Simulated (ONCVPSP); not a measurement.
# Pseudopotential generation, with input and output: Pd

Palladium (Pd, Z = 46), core [Ar] 3d10, reference valence 4s2 4p6 4d10, valence charge 18. Level asked for: ONCV potential, PBEsol, scalar-relativistic, made with ONCVPSP 4.0.1.

## Input file
```
# ATOM AND REFERENCE CONFIGURATION
# atsym  z   nc   nv     iexc    psfile
  Pd 46.00    6    3  -116133      upf
#
#   n    l    f
    1    0    2.00
    2    0    2.00
    2    1    6.00
    3    0    2.00
    3    1    6.00
    3    2   10.00
    4    0    2.00
    4    1    6.00
    4    2   10.00
#
# PSEUDOPOTENTIAL AND OPTIMIZATION
# lmax
    2
#
#   l,   rc,      ep,       ncon, nbas, qcut
    0    1.15    0.00    4    7   10.80
    1    1.60    0.00    4    8    7.40
    2    1.95    0.00    5   10    9.80
#
# LOCAL POTENTIAL
# lloc, lpopt,  rc(5),   dvloc0
    4    2    1.05    0.00
#
# VANDERBILT-KLEINMAN-BYLANDER PROJECTORs
# l, nproj, debl
    0    2    3.10
    1    2    1.10
    2    2    1.60
#
# MODEL CORE CHARGE
# icmod, fcfact, rcfact
    3    1.75    1.75
#
# LOG DERIVATIVE ANALYSIS
# epsh1, epsh2, depsh
   -5.00    5.00    0.04
#
# OUTPUT GRID
# rlmax, drl
    6.00    0.01
#
# TEST CONFIGURATIONS
# ncnf
    4
# nvcnf
#   n    l    f
    3
    4    0    2.00
    4    1    6.00
    4    2    9.00
#
    3
    4    0    2.00
    4    1    6.00
    4    2    8.00
#
    3
    4    0    2.00
    4    1    6.00
    4    2    7.00
#
    3
    4    0    2.00
    4    1    5.00
    4    2   10.00
#
```

Hardware: 1 CPU thread, shared host.

Command:
```bash
oncvpsp.x < Pd.dat > Pd.out
```

## The program's output (extracts)
```
ONCVPSP  (Optimized Norm-Conservinng Vanderbilt PSeudopotential)
scalar-relativistic version 4.0.1

#   n    l    f        energy (Ha)
    1    0    2.00    -8.8759055E+02
    2    0    2.00    -1.2959549E+02
    2    1    6.00    -1.1621035E+02
    3    0    2.00    -2.3353063E+01
    3    1    6.00    -1.8954168E+01
    3    2   10.00    -1.1961861E+01
    4    0    2.00    -3.1328104E+00
    4    1    6.00    -1.8794005E+00
    4    2   10.00    -1.4885561E-01

Reference configufation results
  iterations    34
  all-electron total energy (Ha)   -5.04343219D+03

Begin loop to  construct optimized pseudo wave functions
and semi-local pseudopoentials for all angular momenta

WARNING wellstate: negative energy specified for n= 5 l=  0
WARNING scattering state with energy  0.25000000
WARNING will be used for the first projector

   Wellstate for l =  0  n =  5
     eigenvalue =   0.2500
     asymptotic potential =   0.7500
     half-point radius =  2.5408

Calculating optimized projector #   1

 for l=   0

    Fraction of norm inside rc  0.759007
    Optimizing pswf for qcut=  10.82 a_B^-1,  ecut=  58.51 Ha
    Residual kinetic energy error=  1.71D-06 Ha
 ERROR pspot:  first pseudo wave function has node,          program will stop
 ERROR pspot: try changing psp parameters for this l
```

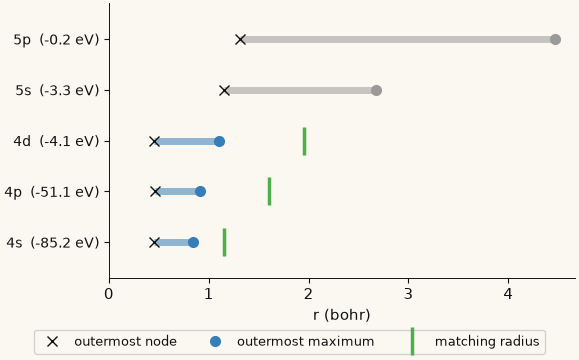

Figure 1. Outer shells of the all-electron reference atom: each bar runs from the outermost node (or the nucleus) to the outermost maximum of u(r); the tick is the radius chosen for the pseudo-wave. Shells without a tick have no pseudo-wave of their own. Levels, nodes and maxima are from ld1.x, scalar-relativistic.

- Radii against the shells: 4s: 1.15 bohr, outside the maximum; 4p: 1.60 bohr, outside the maximum; 4d: 1.95 bohr, outside the maximum.

## Outcome

```
quantity                value
 outcome  ended with an error
```

## What went wrong

The generator stopped with the message “ERROR pspot: first pseudo wave function has node, program will stop”. In words: the optimised pseudo-wave of the first projector has a node, so the radial equation cannot be inverted for a potential. It was at work on the s channel when it stopped.
